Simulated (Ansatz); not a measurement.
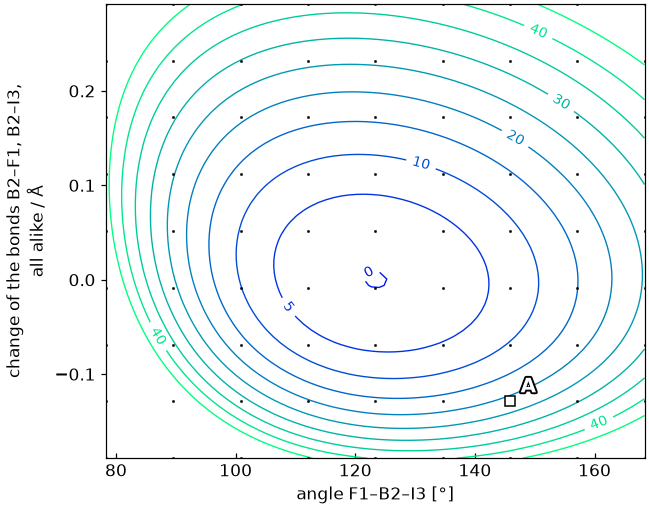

BFI, SMILES F[B]I, spin multiplicity 2. First axis: angle F1–B2–I3. Second axis: change of the bonds B2–F1, B2–I3, all alike. Nothing is relaxed (all other coordinates rigid). Grid: 9 × 9 points. Points are written as (first, second). All energies are given in kcal/mol relative to the lowest grid point. These are results of UKS r2SCAN-D4/def2-TZVP in Ansatz 0.2.0, not measurements.

In the figure: contour lines labelled in kcal/mol (none above 45), dots at the grid points, the point A. Between grid points the surface is interpolated.

Question: Is A at rest? If not, where is it pushed?

Answer: A, at (145.9°, −0.129 Å), is not a stationary point. The computed force is 0.58 kcal/mol for each degree towards smaller values of angle F1–B2–I3 and 270 kcal/mol for each Å towards larger values of the second coordinate.
